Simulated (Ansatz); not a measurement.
## Response to strain in Sb

Take Sb (space group R-3m, No. 166; layered; relaxed with 0.1 eV smearing) as the base.

```xyz
2
Lattice="2.1631 1.2489 3.7797 -2.1631 1.2489 3.7797 0.0000 -2.4978 3.7797" Properties=species:S:1:pos:R:3 pbc="T T T"
Sb     0.0000     0.0000     2.6465
Sb     0.0000     0.0000     8.6925
```

Strains are applied to the cell and any free atomic positions relax.

All numbers come from DFT with r2SCAN+rVV10, PAW potentials and a 500 eV plane-wave cutoff in Ansatz (a program for electronic structure), no SOC.

Notes on the quantities. energy relative to the base: free energy F.

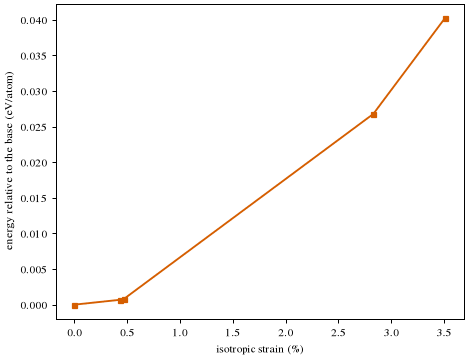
Figure: Energy relative to the base against isotropic strain

### Question
From the plot, what is the energy relative to the base for isotropic strain +3.51 %?

### Answer
About 0.040 eV/atom.

### Question
Is the trend monotonic over the range shown?

### Answer
Yes, it rises throughout, spanning 0 meV/atom to +40 meV/atom.

Whether these cells are dynamically stable was not tested.
